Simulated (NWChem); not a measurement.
**quartet GaNH3 at 6 levels**

Wanted: a comparison of 6 runs (UB3LYP/6-31G*, UB3LYP/def2-TZVP, UM06-2X/def2-TZVP, UPBE0/def2-TZVP, UMP2/def2-TZVP) of quartet GaNH3. 

The calculation is run with NWChem 7.3.0.

38 further runs of the same task are left out: 3 that didn't finish, 35 set aside as unsound or not needed.

### 1 Starting point

The species is GaNH3 (5 atoms), meant as a quartet with charge 0. SMILES of the parent species: `[NH2][GaH]`. The shape is that of a PBE0-D4/def2-TZVP optimisation. This is one conformer, not always the lowest. That shape belongs to the parent species and isn't relaxed for this state.

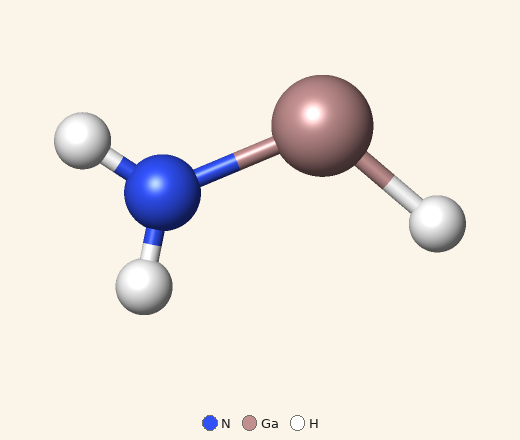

Viewed from a chosen angle; nitrogen blue, gallium pink, hydrogen white.

### 2 The energy at UB3LYP/6-31G(d) (spherical functions) (run 1)

Input file run.py:

```python
from ase import Atoms
from ase.calculators.nwchem import NWChem

mol = Atoms(['N', 'Ga', 'H', 'H', 'H'], positions=[
    [-0.211900, -0.684000, 0.064700],
    [0.815500, 0.782900, 0.417000],
    [-0.946800, -0.701300, -0.625100],
    [-0.115200, -1.569300, 0.532000],
    [0.508200, 2.097900, -0.430100],
])

calc = NWChem(
    label='job',
    theory='dft',
    memory='2200 mb',
    basis='6-31G*',
    basispar='spherical bse',
    dft={'xc': 'b3lyp', 'mult': '4', 'grid': 'xfine', 'convergence': 'energy 1e-08', 'iterations': '100', 'mulliken': None},
    task='energy',
)
mol.calc = calc

print("Total energy (eV):", round(mol.get_potential_energy(), 6))
```

On the command line:

```
$ export ASE_NWCHEM_COMMAND="nwchem PREFIX.nwi > PREFIX.nwo"
$ python run.py
```

Standard output:

```text
Total energy (eV): -53905.042904
```

The calculator wrote job.nwi:

```
title "job"

permanent_dir job

scratch_dir job

start job

geometry units angstrom nocenter noautosym noautoz
  N  -2.1190000000000001e-01 -6.8400000000000005e-01 6.4699999999999994e-02
  Ga 8.1550000000000000e-01 7.8290000000000004e-01 4.1699999999999998e-01
  H  -9.4679999999999997e-01 -7.0130000000000003e-01 -6.2509999999999999e-01
  H  -1.1520000000000000e-01 -1.5692999999999999e+00 5.3200000000000003e-01
  H  5.0819999999999999e-01 2.0979000000000001e+00 -4.3009999999999998e-01
end

memory 2200 mb

basis spherical bse noprint
   * library 6-31G*
end

dft
  xc b3lyp
  mult 4
  grid xfine
  convergence energy 1e-08
  iterations 100
  mulliken
end

task dft energy
```

job.nwo:

```text
Northwest Computational Chemistry Package (NWChem) 7.3.0
             --------------------------------------------------------

           Job information
           ---------------

    nwchem branch   = 7.3.0
    use scalapack   = T
    input           = job.nwi
    prefix          = job.
    data base       = job/job.db
    status          = startup
    nproc           =        1

           Memory information
           ------------------

    heap     =     72089596 doubles =      550.0 Mbytes
    stack    =     72089601 doubles =      550.0 Mbytes
    global   =    144179200 doubles =     1100.0 Mbytes (distinct from heap & stack)
    total    =    288358397 doubles =     2200.0 Mbytes
    verify   = yes
    hardfail = no

[... 96 lines left out ...]
  convergence criterion.
[... 17 lines left out ...]
          Convergence on gradient requested:  5.00D-04
[... 26 lines left out ...]
          Convergence aids based upon iterative change in
[... 28 lines left out ...]
 1-e energy   =   -2948.621065
[... 53 lines left out ...]
         Total DFT energy =    -1980.973804694832
[... 2 lines left out ...]
    Exchange-Corr. energy =      -83.054577504712
[... 379 lines left out ...]
                     DFT Final Beta Molecular Orbital Analysis
[... 451 lines left out ...]
 center of mass
 --------------
 x =   1.15828766 y =   0.97198588 z =   0.64024138

 moments of inertia (a.u.)
 ------------------
         130.398993989024         -74.504952370256         -20.399049621988
         -74.504952370256          65.692604090705         -19.980612117252
         -20.399049621988         -19.980612117252         174.355355557422

     Multipole analysis of the density
     ---------------------------------

     L   x y z        total         alpha         beta         nuclear
     -   - - -        -----         -----         ----         -------
     0   0 0 0     -0.000000    -22.000000    -19.000000     41.000000

     1   1 0 0     -1.398698    -24.300702    -21.021653     43.923657
[... 8 lines of this table left out ...]
     2   0 0 2    -21.141166    -27.974768    -15.587760     22.421362

 Task  times  cpu:       37.6s     wall:       37.6s
 Total times  cpu:       37.6s     wall:       37.6s
```

Run time: 39 s. Hardware: 1 thread of AMD EPYC 9R45 (Zen 5), shared host; peak memory 0.13 GiB.

### 3 The energy at UB3LYP/6-31G(d) (Cartesian functions) (run 2)

Input file input.xyz:

```xyz
5
GaH3N
N     -0.211900    -0.684000     0.064700
Ga     0.815500     0.782900     0.417000
H     -0.946800    -0.701300    -0.625100
H     -0.115200    -1.569300     0.532000
H      0.508200     2.097900    -0.430100
```

Input file run.py:

```python
from ase.io import read
from ase.calculators.nwchem import NWChem

atoms = read('input.xyz')

calc = NWChem(
    label='input',
    theory='dft',
    memory='2200 mb',
    basis='6-31G*',
    dft={'xc': 'b3lyp', 'mult': '4', 'grid': 'xfine', 'convergence': 'energy 1e-08', 'iterations': '100', 'mulliken': None},
    task='energy',
)
atoms.calc = calc

print(f"energy = {atoms.get_potential_energy():.6f} eV")
```

On the command line:

```
$ export ASE_NWCHEM_COMMAND="nwchem PREFIX.nwi > PREFIX.nwo"
$ python run.py
```

Standard output:

```text
energy = -53905.207210 eV
```

The calculator wrote input.nwi:

```
title "input"

permanent_dir input

scratch_dir input

start input

geometry units angstrom nocenter noautosym noautoz
  N  -2.1190000000000001e-01 -6.8400000000000005e-01 6.4699999999999994e-02
  Ga 8.1550000000000000e-01 7.8290000000000004e-01 4.1699999999999998e-01
  H  -9.4679999999999997e-01 -7.0130000000000003e-01 -6.2509999999999999e-01
  H  -1.1520000000000000e-01 -1.5692999999999999e+00 5.3200000000000003e-01
  H  5.0819999999999999e-01 2.0979000000000001e+00 -4.3009999999999998e-01
end

memory 2200 mb

basis noprint
   * library 6-31G*
end

dft
  xc b3lyp
  mult 4
  grid xfine
  convergence energy 1e-08
  iterations 100
  mulliken
end

task dft energy
```

input.nwo:

```text
Northwest Computational Chemistry Package (NWChem) 7.3.0
             --------------------------------------------------------

           Job information
           ---------------

    nwchem branch   = 7.3.0
    use scalapack   = T
    input           = input.nwi
    prefix          = input.
    data base       = input/input.db
    status          = startup
    nproc           =        1

           Memory information
           ------------------

    heap     =     72089596 doubles =      550.0 Mbytes
    stack    =     72089601 doubles =      550.0 Mbytes
    global   =    144179200 doubles =     1100.0 Mbytes (distinct from heap & stack)
    total    =    288358397 doubles =     2200.0 Mbytes
    verify   = yes
    hardfail = no

[... 96 lines left out ...]
  convergence criterion.
[... 17 lines left out ...]
          Convergence on gradient requested:  5.00D-04
[... 26 lines left out ...]
          Convergence aids based upon iterative change in
[... 28 lines left out ...]
 1-e energy   =   -2948.621068
[... 53 lines left out ...]
         Total DFT energy =    -1980.979842827612
[... 2 lines left out ...]
    Exchange-Corr. energy =      -83.036377243695
[... 403 lines left out ...]
                     DFT Final Beta Molecular Orbital Analysis
[... 477 lines left out ...]
 center of mass
 --------------
 x =   1.15828766 y =   0.97198588 z =   0.64024138

 moments of inertia (a.u.)
 ------------------
         130.398993989024         -74.504952370256         -20.399049621988
         -74.504952370256          65.692604090705         -19.980612117252
         -20.399049621988         -19.980612117252         174.355355557422

     Multipole analysis of the density
     ---------------------------------

     L   x y z        total         alpha         beta         nuclear
     -   - - -        -----         -----         ----         -------
     0   0 0 0     -0.000000    -22.000000    -19.000000     41.000000

     1   1 0 0     -1.394722    -24.297937    -21.020442     43.923657
[... 8 lines of this table left out ...]
     2   0 0 2    -21.170118    -28.004162    -15.587318     22.421362

 Task  times  cpu:       41.1s     wall:       41.1s
 Total times  cpu:       41.2s     wall:       41.2s
```

It took 42 s on 1 thread of AMD EPYC 9R45 (Zen 5), shared host; peak memory 0.13 GiB.

Runs 3 to 5 aren't shown in full; the table further down has their settings and results.

### 4 The energy at UMP2/def2-TZVP (run 6)

Input file gah3n.nw:

```
start gah3n
title "GaH3N"
memory total 2200 mb

geometry noautosym nocenter noautoz
 N    -0.211900   -0.684000    0.064700
 Ga    0.815500    0.782900    0.417000
 H    -0.946800   -0.701300   -0.625100
 H    -0.115200   -1.569300    0.532000
 H     0.508200    2.097900   -0.430100
end

basis "ao basis" spherical bse
 N library def2-TZVP
 Ga library def2-TZVP
 H library def2-TZVP
end

scf
 quartet
 uhf
 thresh 1e-08
 maxiter 80
 print medium
end

mp2
 freeze core 10
 tight
end

task mp2 energy
```

On the command line:

```
$ nwchem gah3n.nw > gah3n.out
```

Standard output:

```text
[...]
  functions       =    97
[...]
  wavefunction    = UHF
[...]
         Total SCF energy =  -1979.322523887767
      One electron energy =  -2951.061283768969
      Two electron energy =    876.318826094776
 Nuclear repulsion energy =     95.419933786425
                       Sz =      1.5000
                 Sz(Sz+1) =      3.7500
                      S^2 =      3.7632
[...]
          Total MP2 energy         -1979.692333366499
[...]
```

Run time: 37 s. Hardware: 1 thread of AMD EPYC 9R45 (Zen 5), shared host; peak memory 0.26 GiB.

### 5 The series

```tsv
run	level	Cartesian functions	integration grid	energy (Eh)	dipole moment (D) of the reference	HOMO energy (eV)	⟨S²⟩	wall time
1	UB3LYP/6-31G* (spherical functions)	no	xfine	-1980.973805	6.27	-2.68	3.754	39 s
2	UB3LYP/6-31G* (Cartesian functions)	yes	xfine	-1980.979843	6.26	-2.68	3.754	42 s
3	UB3LYP/def2-TZVP	no	fine	-1981.282921	6.13	-2.68	3.755	24 s
4	UM06-2X/def2-TZVP	no	fine	-1981.193048	6.27	-3.64	3.756	26 s
5	UPBE0/def2-TZVP	no	fine	-1980.915249	6.21	-2.98	3.755	43 s
6	UMP2/def2-TZVP	no	–	-1979.692333	–	-5.06	3.763	37 s
```

### 6 Results

| quantity | value |
| --- | --- |
| run 6: total energy | -1979.69233 Eh |
| run 6: HOMO energy (Hartree–Fock orbitals) (highest over α and β) | -5.06 eV |
| run 6: LUMO energy (Hartree–Fock orbitals) (lowest over α and β) | -0.36 eV |
| run 6: correlation energy (10 core orbitals frozen) | -369.8 mEh |
| run 6: ⟨S²⟩ of the reference determinant | 3.763 |

In words: Over runs 1, 2, 3, 4, 5 the dipole moment (its size) runs from 6.13 D (UB3LYP/def2-TZVP) to 6.27 D (UM06-2X/def2-TZVP). Totals of different functionals can't be ranked against each other. All runs together took 3.5 min, the longest 43 s.
